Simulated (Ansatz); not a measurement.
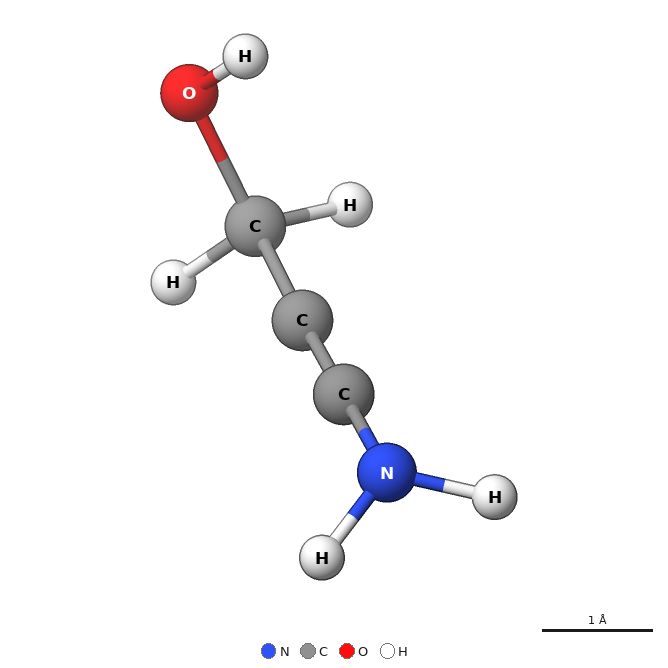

Rendered structure (ball-and-stick style). Every bond is drawn as one stick, whatever its order.

The geometry was computed by an optimisation with PBE0-D4/def2-TZVP.

Count the atoms of each element.

C3H5NO, 10 atoms: 3 carbon, 5 hydrogen, 1 nitrogen and 1 oxygen.

Write the SMILES.

NC#CCO

Does it have rings?

It has no ring.

Name functional groups in it.

Among them: alcohol, alkyne.

More results for the same structure follow; atom numbers are the same in all pictures, views and colours differ.

Levels of theory compared

Program: Ansatz 0.2.0.

Tabulate HOMO energy (eV), HOMO–LUMO gap (eV) at these levels: BHLYP-D4/def2-TZVPP; BLYP-D4/def2-TZVPP; CAM-B3LYP-D4/def2-TZVPP; r2SCAN0-D4/def2-TZVPP; r2SCANh-D4/def2-TZVPP; ωB97M-V/def2-QZVPP; ωB97M-V/def2-SVP.

```json
{"level": "BHLYP-D4/def2-TZVPP", "HOMO energy (eV)": "−7.63", "HOMO–LUMO gap (eV)": "8.93"}
{"level": "BLYP-D4/def2-TZVPP", "HOMO energy (eV)": "−5.15", "HOMO–LUMO gap (eV)": "4.96"}
{"level": "CAM-B3LYP-D4/def2-TZVPP", "HOMO energy (eV)": "−7.85", "HOMO–LUMO gap (eV)": "9.32"}
{"level": "r2SCAN0-D4/def2-TZVPP", "HOMO energy (eV)": "−6.66", "HOMO–LUMO gap (eV)": "7.94"}
{"level": "r2SCANh-D4/def2-TZVPP", "HOMO energy (eV)": "−5.96", "HOMO–LUMO gap (eV)": "6.90"}
{"level": "ωB97M-V/def2-QZVPP", "HOMO energy (eV)": "−8.76", "HOMO–LUMO gap (eV)": "10.10"}
{"level": "ωB97M-V/def2-SVP", "HOMO energy (eV)": "−8.53", "HOMO–LUMO gap (eV)": "11.69"}
```

Dipole moment

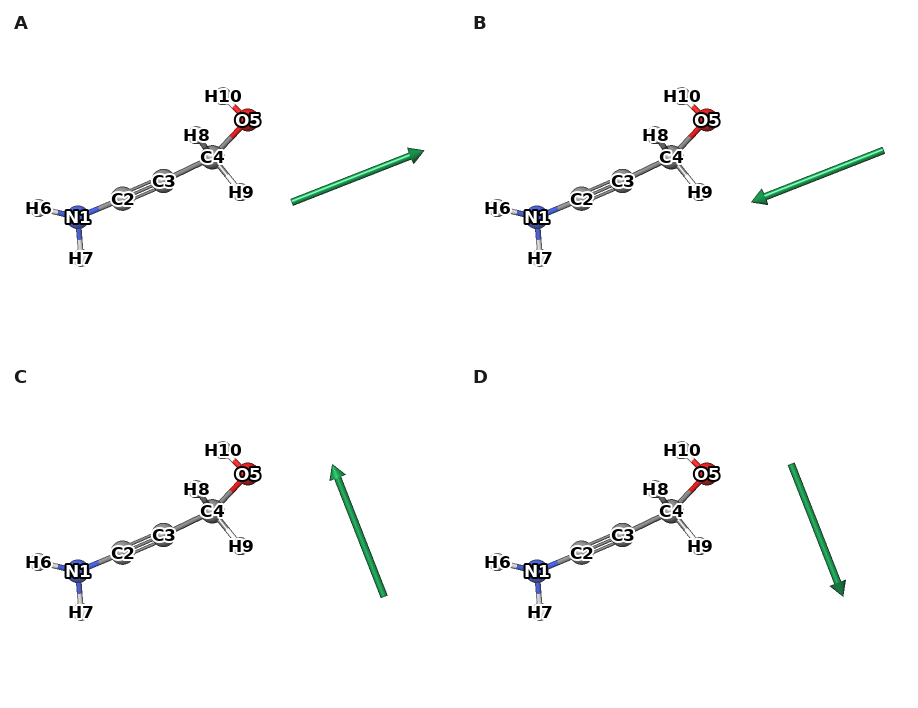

The same molecule four times, each with an arrow. Properties computed with RKS r2SCAN-D4/def2-TZVPP (Ansatz 0.2.0).

Which arrow points along the dipole moment, from the negative to the positive end?

B. The dipole moment is 3.30 D; it points from the side of O5 to the side of H6 (the outermost atoms at the two ends).

Charges

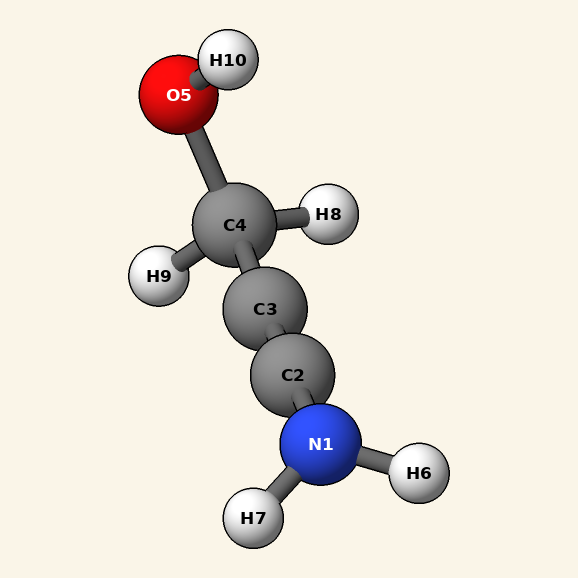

The questions are on Mulliken charges. Level of theory: RKS PBE0-D4/def2-TZVP (Ansatz 0.2.0).

List the Mulliken charges.

```json
{"atom": "N1", "value (e)": "−0.43"}
{"atom": "C2", "value (e)": "0.31"}
{"atom": "C3", "value (e)": "−0.48"}
{"atom": "C4", "value (e)": "−0.04"}
{"atom": "O5", "value (e)": "−0.44"}
{"atom": "H6", "value (e)": "0.26"}
{"atom": "H7", "value (e)": "0.26"}
{"atom": "H8", "value (e)": "0.12"}
{"atom": "H9", "value (e)": "0.13"}
{"atom": "H10", "value (e)": "0.30"}
```

Mulliken values depend strongly on the basis set and can even reverse the polarity of a bond.
